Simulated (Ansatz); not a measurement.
A series of calculations on BSiH5OCl2

### Relaxation

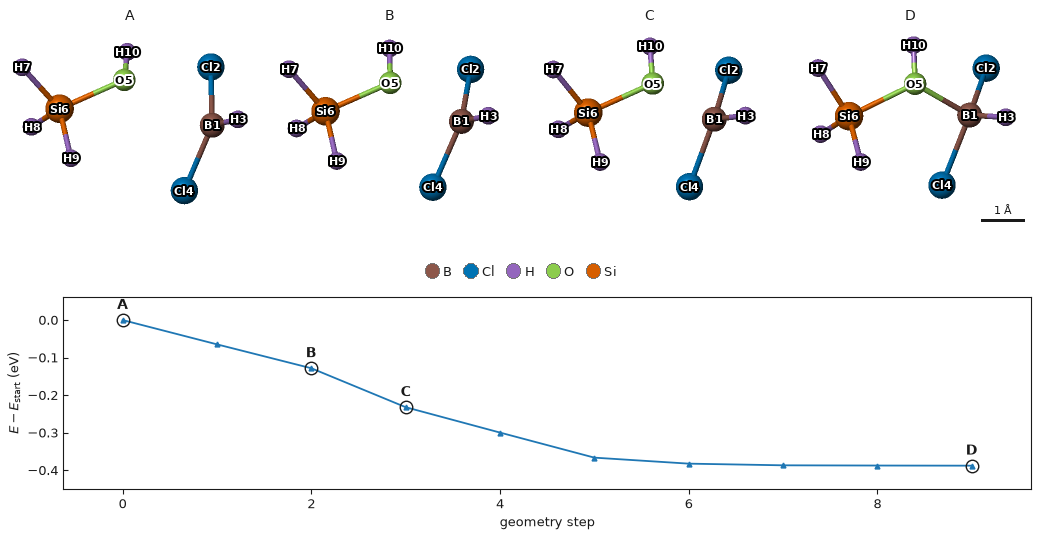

Frames of a relaxation of BSiH$_{5}$OCl$_{2}$, marked on the history of the run. A ball-and-stick model, seen at a tilt.

The run prepares an end point of a later path (reaction) calculation, from a guessed geometry.

Level of theory: RKS r2SCAN/cc-pVDZ (Ansatz 0.2.0). (no spin polarisation; force threshold 0.03 eV/Å; at most 50 steps)

> What happens along the run?

B1 moves most after the best rigid fit: 0.63 Å. By element the largest moves are B 0.63 Å, Cl 0.59 Å, H 0.44 Å, O 0.34 Å, Si 0.32 Å. Near-neighbour distances that change, for instance: B1–O5 2.599 → 1.644 Å, Cl4–Si6 4.013 → 3.135 Å, B1–Cl4 1.750 → 1.846 Å, O5–Si6 1.700 → 1.774 Å. New bonds form, among them: B1–O5 (2.60 → 1.64 Å). Among the angles between lasting bonds that change: O5–Si6–H7 110.5° → 100.6°, H3–B1–Cl4 122.1° → 113.3°, H8–Si6–H9 110.8° → 115.2°. Groups turn about O5–Si6 by about 35°. The energy falls by 0.388 eV in 9 geometry steps. Largest force component: 0.99 eV/Å at the start, 0.03 eV/Å at the end. From step 0 to 2: Cl4 moves most (0.31 Å), energy −0.128 eV. From step 2 to 3: B1 moves most (0.19 Å), energy −0.104 eV. From step 3 to 9: Cl4 moves most (0.19 Å), energy −0.156 eV.

```
step  E − E(0), eV  largest force component, eV/Å
   0        0.0000                         0.9881
   1       -0.0647                         0.6939
   2       -0.1283                         0.9947
   3       -0.2320                         1.3770
   4       -0.2996                         1.0881
   5       -0.3664                         0.5217
   6       -0.3823                         0.2926
   7       -0.3868                         0.0849
   8       -0.3874                         0.0601
   9       -0.3877                         0.0296
```

Limits of the set-up: the start holds two separate molecules, 2.6 Å apart at their closest, whose relative position is a soft coordinate and is computed without a dispersion correction.

### Relaxation

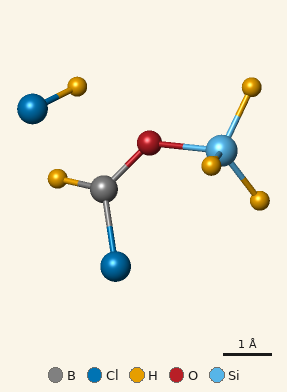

This is the input geometry for a relaxation of BSiH5OCl2. The picture is a ball-and-stick view, seen from a free direction.

The run prepares an end point of a later path (reaction) calculation, from a guessed geometry.

Method: RKS r2SCAN/cc-pVDZ (Ansatz 0.2.0).

The input:
```yaml
crystal:
  periodic: [false, false, false]
  atoms:
    - { symbol: B, position_ang: [-0.020663, -0.295924, -0.393326] }
    - { symbol: Cl, position_ang: [-0.387844, -0.172055, 2.648049] }
    - { symbol: H, position_ang: [0.847566, 0.495438, -0.158581] }
    - { symbol: Cl, position_ang: [-1.518299, 0.262228, -1.17486] }
    - { symbol: O, position_ang: [0.166289, -1.637746, -0.130375] }
    - { symbol: Si, position_ang: [-0.900452, -2.938627, -0.511192] }
    - { symbol: H, position_ang: [-0.169224, -4.152451, -0.049335] }
    - { symbol: H, position_ang: [-2.181562, -2.773396, 0.234977] }
    - { symbol: H, position_ang: [-1.128829, -2.982261, -1.984064] }
    - { symbol: H, position_ang: [0.318218, -1.109705, 2.009908] }
basis:
  gaussian: { orbitals: cc-pVDZ }
hamiltonian:
  xc: r2scan
relax:
  f_tol: 0.03
  max_steps: 50
```

Run as
```bash
ansatz run input.yaml --threads 4 --pin off --max-ram 5120MiB --backend cpu --events-out ev --progress --plain --runs-dir out
```

Q: Where does the relaxation end?

A: After 23 accepted moves (27 points after the start) the energy has fallen by 16.5 kJ/mol. The largest force component goes from 0.89 to 0.021 eV/Å. The line search rejected the trial steps at points 2, 10, 17, 24 of the run. The forces were under the threshold at step 22, but the run went on from there. Cl2 moves most after the best rigid fit: 1.81 Å. Largest moves by element: Cl 1.81 Å, H 0.99 Å, O 0.70 Å, B 0.48 Å, Si 0.21 Å. Near-neighbour distances that change, for instance: Cl2–H10 1.336 → 1.310 Å, B1–O5 1.380 → 1.354 Å, O5–Si6 1.725 → 1.739 Å.

Final geometry:

```xyz
10

B    -0.4347   -0.0750   -0.4983
Cl    1.0112   -1.2685    2.9974
H     0.0506    0.9022   -0.0004
Cl   -1.2339    0.0597   -2.0812
O    -0.3755   -1.2718    0.1324
Si   -1.0019   -2.8087   -0.3873
H    -0.6285   -3.7273    0.7220
H    -2.4797   -2.6966   -0.5389
H    -0.3388   -3.1883   -1.6662
H     0.4563   -1.2302    1.8117
```

The end point in the same view:

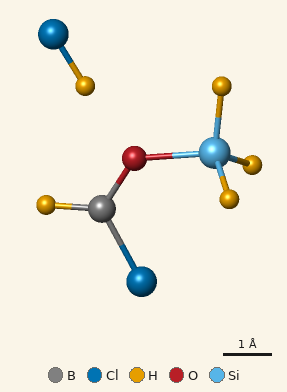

Limits of the set-up: the start holds two separate molecules, 2.2 Å apart at their closest, whose relative position is a soft coordinate and is computed without a dispersion correction.

### Path

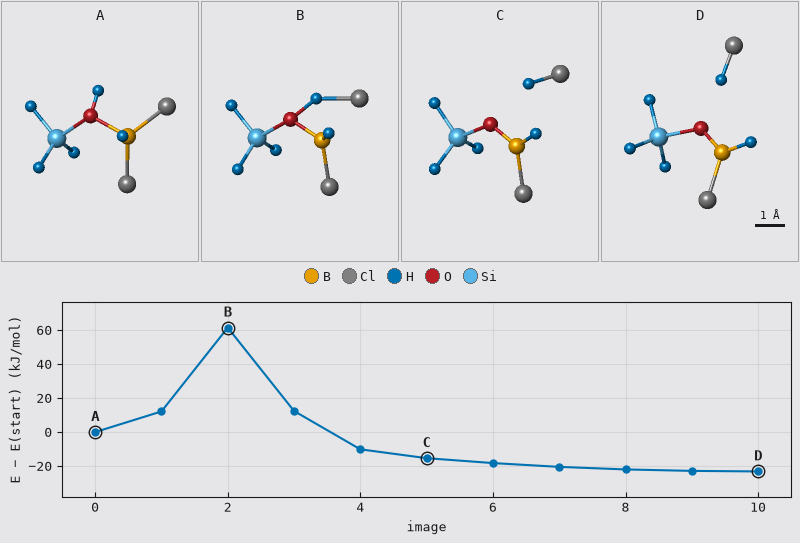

A nudged-elastic-band calculation for BSiH₅OCl₂. Images are numbered from 0 (start) to 10 (end). Frames A to D are images 0, 2, 5, 10. Style: ball-and-stick. Shown at a tilt.

Method: RKS r2SCAN/cc-pVDZ (Ansatz). Settings: 9 movable images; climbing image; force threshold 0.05 eV/Å; iteration limit 60; starting path through a guess of the saddle point.

**What happens along the path, and what is the barrier?**

Breaking: B–Cl (1.84 → 3.97 Å), H–O (0.98 → 1.87 Å). Forming: Cl–H (2.53 → 1.31 Å). The energy climbs by 61.5 kJ/mol to image 2 and then falls by 84.6 kJ/mol, so the end point sits at −23.2 kJ/mol. The band is converged.

Cost: 3.5 min on 4 threads of Intel(R) Xeon(R) 6975P-C (Granite Rapids) (shared host), peak memory 0.21 GiB.
